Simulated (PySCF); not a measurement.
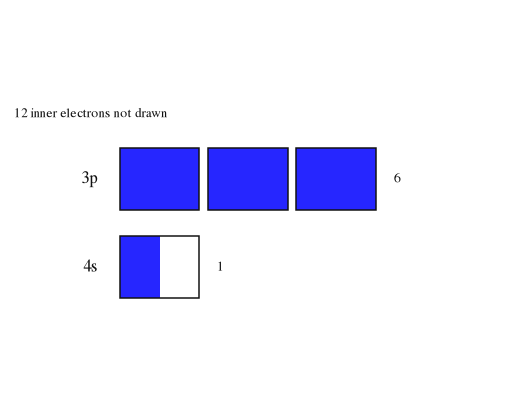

Figure 1. The outer shells of the nominal configuration: a box for each of the 2l + 1 orbitals, shaded by the share of the shell that is filled, with the electron count at the right.

# Atomic calculation for K

- system: K, configuration 1s2 2s2 2p6 3s2 3p6 4s1, multiplicity 2.
- method: unrestricted TPSS, x2c-TZVPall, spin-free X2C-1e, Gaussian nucleus (PySCF)

**Input file**
```python
from pyscf import gto, scf, dft, mp, cc
import basis_set_exchange as bse
mol = gto.M(atom="K 0 0 0", charge=0, spin=1, symmetry="D2h",
            basis=gto.basis.parse(bse.get_basis("x2c-TZVPall", elements=["K"], fmt="nwchem", header=False)),
            nucmod="G")
mf = dft.UKS(mol, xc="TPSS").sfx2c1e()
mf.irrep_nelec = {'Ag': (4, 3), 'B1u': (2, 2), 'B2u': (2, 2), 'B3u': (2, 2)}
mf.kernel()
```

The script is an equivalent of what the driver set up; the driver computed the properties (radii, ⟨L²⟩, response) afterwards. It also set what the script leaves out: max_cycle = 5, guess = minao. It held the occupations shell by shell, which the script's counts by irreducible representation don't always enforce.

Launched within a batch (the task file carries these settings):
```bash
OMP_NUM_THREADS=1 python <driver script> TASK.json OUT
```

**Log (extracts)**
```
damping factor = 0
level_shift factor = 0
DIIS = <class 'pyscf.scf.diis.CDIIS'>
diis_start_cycle = 1
diis_space = 10
diis_damp = 0
SCF conv_tol = 1e-09
SCF conv_tol_grad = None
number electrons alpha = 10  beta = 9
irrep_nelec {'Ag': (4, 3), 'B1g': (0, 0), 'B2g': (0, 0), 'B3g': (0, 0), 'B1u': (2, 2), 'B2u': (2, 2), 'B3u': (2, 2)}
XC functionals = TPSS
    J. Tao, J. P. Perdew, V. N. Staroverov, and G. E. Scuseria.,  Phys. Rev. Lett. 91, 146401 (2003)
    J. P. Perdew, J. Tao, V. N. Staroverov, and G. E. Scuseria.,  J. Chem. Phys. 120, 6898 (2004)
    J. Tao, J. P. Perdew, V. N. Staroverov, and G. E. Scuseria.,  Phys. Rev. Lett. 91, 146401 (2003)
    J. P. Perdew, J. Tao, V. N. Staroverov, and G. E. Scuseria.,  J. Chem. Phys. 120, 6898 (2004)
alpha HOMO (Ag) = -0.0825292633194685  LUMO (B1u) = -0.016108140795026

WARN: HOMO -0.0825292633194685 >= LUMO -0.0825292633194687

cycle= 1 E= -602.231333818803  delta_E= -0.00954  |g|= 0.00872  |ddm|= 0.55
alpha HOMO (Ag) = -0.0915331347431223  LUMO (B1u) = -0.0264383392075922
  HOMO = -0.0915331347431  LUMO = -0.0529977688379  gap/eV = 1.04860
cycle= 2 E= -602.231510510117  delta_E= -0.000177  |g|= 0.00195  |ddm|= 0.16
alpha HOMO (Ag) = -0.0904767763800027  LUMO (B1u) = -0.0250970522547559
  HOMO = -0.09047677638  LUMO = -0.0505201277779  gap/eV = 1.08728
cycle= 3 E= -602.231513258067  delta_E= -2.75e-06  |g|= 0.000995  |ddm|= 0.0173
alpha HOMO (Ag) = -0.0902724938031589  LUMO (B1u) = -0.0248660006522211
  HOMO = -0.0902724938032  LUMO = -0.0501158219649  gap/eV = 1.09272
cycle= 4 E= -602.231513726022  delta_E= -4.68e-07  |g|= 4.92e-05  |ddm|= 0.00202
alpha HOMO (Ag) = -0.0902735957467931  LUMO (B1u) = -0.0248635851420597
  HOMO = -0.0902735957468  LUMO = -0.0501337768029  gap/eV = 1.09226
cycle= 5 E= -602.231513727786  delta_E= -1.76e-09  |g|= 2.24e-06  |ddm|= 0.000398
SCF not converged.
SCF energy = -602.231513727786 after 5 cycles  <S^2> = 0.75004484  2S+1 = 2.0000448
```

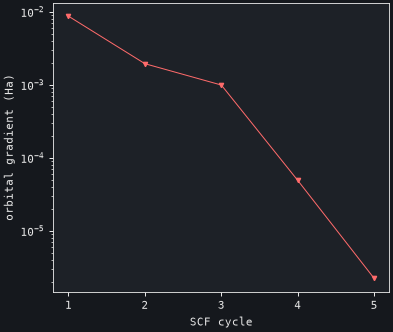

Figure 2. Convergence: orbital gradient against the SCF cycle. The residual is still falling at the last step (down to 2.2 × 10⁻⁶), so the run was stopped before it reached the threshold. It goes from 0.0087 to 2.2×10⁻⁶ in 5 steps.

**Outcome**

| quantity | value |
| --- | --- |
| outcome | not converged |
| total energy | −602.231514 hartree |
| ⟨S²⟩ | 0.750 |
| SCF iterations | 5 |
| hardware | 1 thread of Arm Neoverse V2, 23 GiB of memory available, shared host |

**Diagnosis**

This input holds a deliberate fault: too few SCF iterations. The run did not meet its convergence test in 5 iterations, so its last values are not results.
